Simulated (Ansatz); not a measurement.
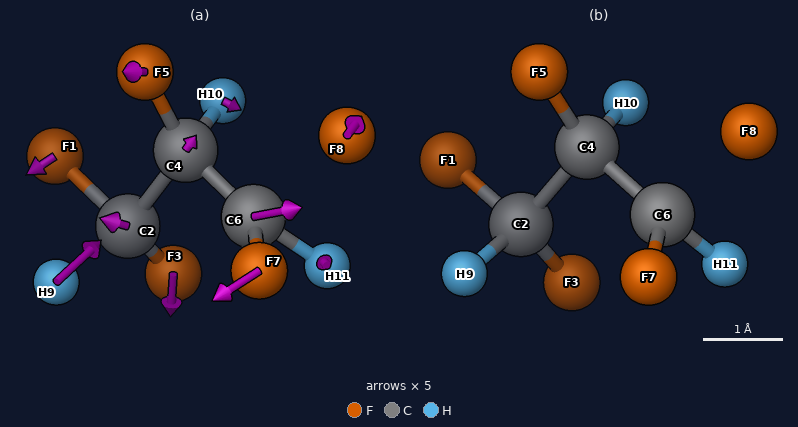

The structure of C3H3F5 before (left) and after (right) a relaxation, at one scale. The purple arrows give the displacements, 5 times their true length.

A ball-and-stick model, seen at a tilt.

All numbers below come from RKS PBEsol-d3bj/cc-pVDZ (Ansatz 0.2.0).

Input
```yaml
crystal:
  periodic: [false, false, false]
  atoms:
    - {symbol: F, position_ang: [-2.324148, -0.131684, -0.258592]}
    - {symbol: C, position_ang: [-1.028028, -0.535477, 0.280373]}
    - {symbol: F, position_ang: [-0.765857, -1.530625, 0.037770]}
    - {symbol: C, position_ang: [-0.202045, 0.469989, -0.297438]}
    - {symbol: F, position_ang: [-0.491316, 1.720441, -0.353475]}
    - {symbol: C, position_ang: [0.904585, -0.049355, 0.100196]}
    - {symbol: F, position_ang: [1.674284, 0.178904, 1.163378]}
    - {symbol: F, position_ang: [2.150572, 0.962635, -0.684741]}
    - {symbol: H, position_ang: [-1.174685, -0.212576, 1.730210]}
    - {symbol: H, position_ang: [-0.356659, 0.258167, -1.422843]}
    - {symbol: H, position_ang: [1.605527, -0.972561, -0.154277]}
basis:
  gaussian: {orbitals: cc-pVDZ}
hamiltonian: {xc: {name: PBEsol}, dispersion: d3bj}
relax: {f_tol: 0.001, max_steps: 2}
output: {forces: true}
```

Launched with:
```bash
ansatz run in.yaml --threads 4 --pin off --events-out ev --progress --plain --max-ram 11315MiB
```

Q: Describe what moved and what it gained.

A: The relaxation stopped without meeting its thresholds, so the last structure isn't shown to be converged. The input was poor on purpose: steps. The largest move after the best rigid fit is that of H9, 0.20 Å. By element the largest moves are H 0.20 Å, C 0.16 Å, F 0.16 Å. Some distances before and after: C2–H9 1.493 → 1.234 Å, C2–F3 1.057 → 1.243 Å, C6–F8 1.787 → 1.662 Å, C4–C6 1.285 → 1.395 Å. New bonds form, among them: C2–H9 (1.49 → 1.23 Å). Among the angles between lasting bonds that change: F7–C6–H11 87.9° → 98.5°, C4–C6–H11 139.1° → 129.3°, F5–C4–H10 96.1° → 103.8°. After 1 geometry step the energy has fallen by 162.9 kcal/mol. Largest force component: 27 eV/Å at the start, 10 eV/Å at the end. Cost: 1.1 s on 4 threads of AMD EPYC 9R45 96-Core, on a shared host.
